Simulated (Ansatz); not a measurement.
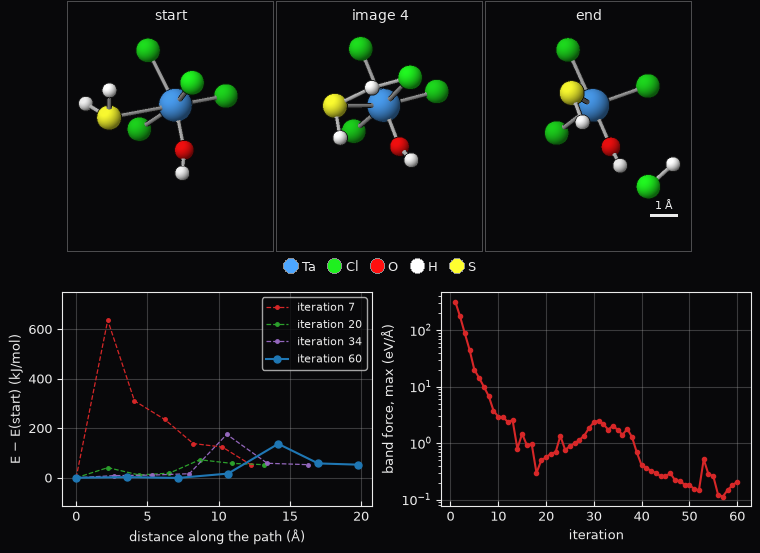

A nudged-elastic-band calculation for TaH₃SOCl₄. Images are numbered from 0 (start) to 6 (end). The plot follows the band through its iterations. The picture is a ball-and-stick view, seen at a tilt.

All numbers below come from Ansatz, RHF/def2-SVP. Set-up: 5 movable images; climbing image; force threshold 0.05 eV/Å; iteration limit 60; starting path through a guess of the saddle point.

> How did the profile develop, and is the result final?

The result isn't final. The band hadn't converged when the run stopped after 60 iterations. The largest component of the band force went from 320 to 0.21 eV/Å. The barrier read from it is provisional, though the highest image hardly moved in the last two iterations. The first iteration put the highest image at 9344.9 kJ/mol. The energy climbs by 137.0 kJ/mol to image 4 and then falls by 84.1 kJ/mol, so the end point sits at +52.9 kJ/mol. Image 2 lies below both ends, at −0.7 kJ/mol, which may mean an intermediate minimum or an end that is no minimum.

Limits of the set-up: Hartree-Fock leaves out electron correlation.

Cost: 12 min on 4 threads of Arm Neoverse V1, with other jobs on the host, peak memory 0.55 GiB.
